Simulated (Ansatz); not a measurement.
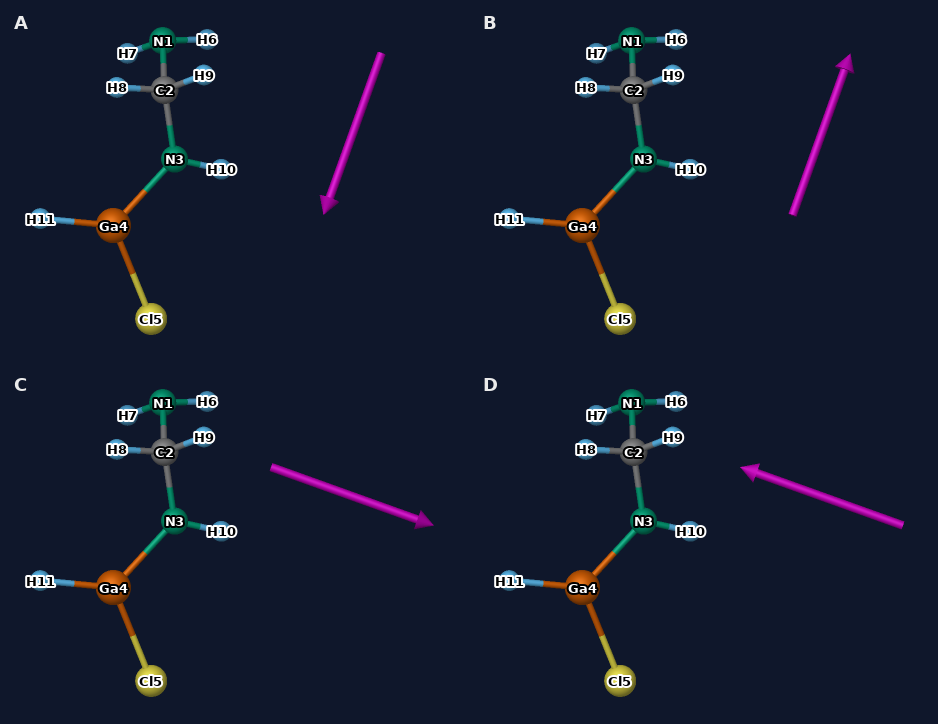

The same molecule four times, each with an arrow. The geometry was computed by an optimisation with PBE-D4/def2-SVP. No frequency run is at hand to confirm it as a minimum. Properties computed with RKS PBE-D4/def2-SVP (Ansatz 0.2.0).

> Which arrow points along the dipole moment, from the negative to the positive end?

B. The dipole moment is 1.61 D; it points from the side of Cl5 to the side of H6 (the outermost atoms at the two ends).
